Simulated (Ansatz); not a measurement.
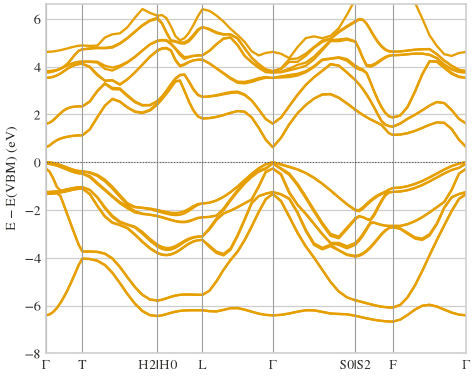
Figure. Band structure from the program Ansatz at the PBEsol with spin–orbit coupling level (PAW)

**Question.** Read off the gap and where the band edges lie.

**Answer.** About 0.6 eV (0.62 eV by a search for the band edges); maximum at Γ, minimum at Γ.

The material is InGaP2 in space group R3m (No. 160; In on 3a, Ga on 3a, P on 3a, P on 3a).

The workflow started from a Materials Project entry (that database holds measured and hypothetical structures alike); the Crystallography Open Database copy checked does not list it. With In and Ga taken as one species the cell has the higher symmetry F-43m, so it may be an ordered model of a mixed-site phase. Its standing as an ambient phase is unchecked. The PBEsol relaxation kept the symmetry of its start; of distortions, only those at the zone centre were tested.

Potentials: the later of the program's two PAW sets.
